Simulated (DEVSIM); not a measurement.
System: Al/Al2O3/n-Si capacitor, at 300 K.

| layer (left to right) | material | thickness (nm) | Nd (cm⁻³) |
|---|---|---|---|
| 1 | Al2O3 | 19.0 | - |
| 2 | Si | 14000 | 1.6e15 |

Metal gate on the left, work function 4.1 eV. Fixed charge at the semiconductor interface 0 cm⁻² (in units of +e); no interface traps.

This is a model device: material constants are rounded textbook-type values typed into the input, and sizes, dopings and lifetimes were drawn at random. Values at 300 K.

| parameter | Al2O3 | Si |
|---|---|---|
| gap (eV) | 6.8 | 1.124 |
| affinity (eV) | 1.35 | 4.05 |
| permittivity | 9 | 11.7 |
| Nc (cm⁻³) | - | 2.86e19 |
| Nv (cm⁻³) | - | 3.1e19 |

Simulated with DEVSIM: 1D Poisson equation in equilibrium, Boltzmann statistics, complete ionisation; no quantum confinement or tunnelling. Metal contacts follow the ideal Schottky-Mott rule: no Fermi-level pinning, no interface dipoles.

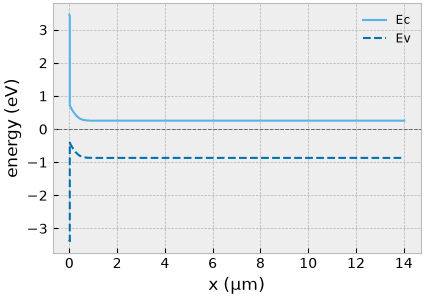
*Band edges at -0.7 V on the gate*

Energies count from the Fermi level of the right contact; mesh points crowd at the junctions.

```json
[
 {"x (μm)": "0.000", "Ec (eV)": "3.450", "Ev (eV)": "-3.350", "n (cm⁻³)": "< 1e2", "p (cm⁻³)": "< 1e2", "field (V/cm)": "-19000"},
 {"x (μm)": "0.001812", "Ec (eV)": "3.446", "Ev (eV)": "-3.353", "n (cm⁻³)": "< 1e2", "p (cm⁻³)": "< 1e2", "field (V/cm)": "-19000"},
 {"x (μm)": "0.005881", "Ec (eV)": "3.439", "Ev (eV)": "-3.361", "n (cm⁻³)": "< 1e2", "p (cm⁻³)": "< 1e2", "field (V/cm)": "-19000"},
 {"x (μm)": "0.01339", "Ec (eV)": "3.425", "Ev (eV)": "-3.376", "n (cm⁻³)": "< 1e2", "p (cm⁻³)": "< 1e2", "field (V/cm)": "-19000"},
 {"x (μm)": "0.01808", "Ec (eV)": "3.416", "Ev (eV)": "-3.385", "n (cm⁻³)": "< 1e2", "p (cm⁻³)": "< 1e2", "field (V/cm)": "-19000"},
 {"x (μm)": "0.01947", "Ec (eV)": "0.713", "Ev (eV)": "-0.411", "n (cm⁻³)": "3.0e7", "p (cm⁻³)": "3.9e12", "field (V/cm)": "-15000"},
 {"x (μm)": "0.02219", "Ec (eV)": "0.709", "Ev (eV)": "-0.415", "n (cm⁻³)": "3.5e7", "p (cm⁻³)": "3.3e12", "field (V/cm)": "-15000"},
 {"x (μm)": "0.03362", "Ec (eV)": "0.693", "Ev (eV)": "-0.431", "n (cm⁻³)": "6.6e7", "p (cm⁻³)": "1.8e12", "field (V/cm)": "-14000"},
 {"x (μm)": "0.05860", "Ec (eV)": "0.658", "Ev (eV)": "-0.466", "n (cm⁻³)": "2.6e8", "p (cm⁻³)": "4.5e11", "field (V/cm)": "-14000"},
 {"x (μm)": "0.1268", "Ec (eV)": "0.570", "Ev (eV)": "-0.554", "n (cm⁻³)": "7.6e9", "p (cm⁻³)": "1.5e10", "field (V/cm)": "-12000"},
 {"x (μm)": "0.2992", "Ec (eV)": "0.400", "Ev (eV)": "-0.724", "n (cm⁻³)": "5.5e12", "p (cm⁻³)": "2.1e7", "field (V/cm)": "-7700"},
 {"x (μm)": "1.038", "Ec (eV)": "0.253", "Ev (eV)": "-0.871", "n (cm⁻³)": "1.6e15", "p (cm⁻³)": "73000", "field (V/cm)": "-26"},
 {"x (μm)": "2.744", "Ec (eV)": "0.253", "Ev (eV)": "-0.871", "n (cm⁻³)": "1.6e15", "p (cm⁻³)": "73000", "field (V/cm)": "≈ 0"},
 {"x (μm)": "7.019", "Ec (eV)": "0.253", "Ev (eV)": "-0.871", "n (cm⁻³)": "1.6e15", "p (cm⁻³)": "73000", "field (V/cm)": "≈ 0"},
 {"x (μm)": "12.09", "Ec (eV)": "0.253", "Ev (eV)": "-0.871", "n (cm⁻³)": "1.6e15", "p (cm⁻³)": "73000", "field (V/cm)": "≈ 0"},
 {"x (μm)": "13.30", "Ec (eV)": "0.253", "Ev (eV)": "-0.871", "n (cm⁻³)": "1.6e15", "p (cm⁻³)": "73000", "field (V/cm)": "≈ 0"},
 {"x (μm)": "13.74", "Ec (eV)": "0.253", "Ev (eV)": "-0.871", "n (cm⁻³)": "1.6e15", "p (cm⁻³)": "73000", "field (V/cm)": "≈ 0"},
 {"x (μm)": "13.91", "Ec (eV)": "0.253", "Ev (eV)": "-0.871", "n (cm⁻³)": "1.6e15", "p (cm⁻³)": "73000", "field (V/cm)": "≈ 0"},
 {"x (μm)": "13.99", "Ec (eV)": "0.253", "Ev (eV)": "-0.871", "n (cm⁻³)": "1.6e15", "p (cm⁻³)": "73000", "field (V/cm)": "≈ 0"},
 {"x (μm)": "14.01", "Ec (eV)": "0.253", "Ev (eV)": "-0.871", "n (cm⁻³)": "1.6e15", "p (cm⁻³)": "73000", "field (V/cm)": "≈ 0"},
 {"x (μm)": "14.02", "Ec (eV)": "0.253", "Ev (eV)": "-0.871", "n (cm⁻³)": "1.6e15", "p (cm⁻³)": "73000", "field (V/cm)": "≈ 0"},
 {"x (μm)": "14.02", "Ec (eV)": "0.253", "Ev (eV)": "-0.871", "n (cm⁻³)": "1.6e15", "p (cm⁻³)": "73000", "field (V/cm)": "≈ 0"}
]
```
